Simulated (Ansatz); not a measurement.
## A substitution series on B: CH3 to Cl

Gas-phase molecules. On one B centre that keeps SH2, n of the CH3 ligands are replaced by Cl. The HOMO–LUMO gap y in eV at wB97M-V/def2-TZVPP. Shapes: PBE0-D4/def2-TZVP. Flexible molecules stand in one conformer, not always the lowest. Programs: Ansatz 0.2.0.

| molecule | n | y (eV) |
| --- | --- | --- |
| B(CH3)3(SH2) | 0 | 11.88 |
| B(CH3)2(SH2)Cl | 1 | 11.48 |
| B(CH3)(SH2)Cl2 | 2 | ? |
| B(SH2)Cl3 | 3 | 11.69 |

Problem. Fit y = c + s·n to the known rows and predict B(CH3)(SH2)Cl2.

Solution. 
1. Means of the 3 rows: n = 1.33333, y = 11.683.
2. Σ(Δn)² = 4.6667, Σ(Δn·Δy) = -0.18333, so the slope is -0.18333/4.6667 = -0.039285.
3. Intercept: 11.683 − (-0.039285) × 1.33333 = 11.735. The largest residual of the fit is 0.22.
4. B(CH3)(SH2)Cl2: 11.735 + (-0.039285) × 2 = 11.66 eV.

The run gave 11.62 eV, so the prediction is off by +0.04 eV, within the largest residual. The steps per swap are uneven (-0.40, +0.14, +0.07), so a line is a poor model. Other levels give for B(CH3)(SH2)Cl2: SPW92/def2-TZVPP 5.14; B3LYP-D4/def2-TZVPP 6.94; PBE0-D4/def2-TZVPP 7.45 eV. Orbital gaps aren't excitation energies, and the LUMO depends on the basis. The series isn't monotonic at this level.

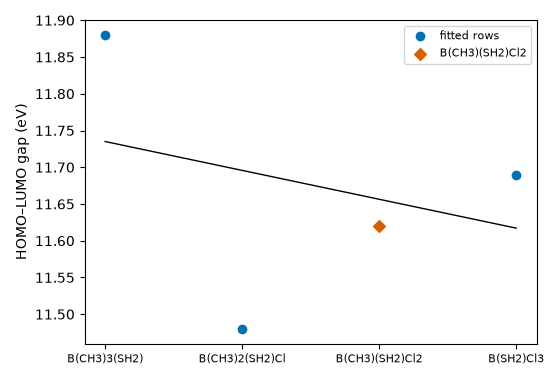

The fitted line, with the withheld member.
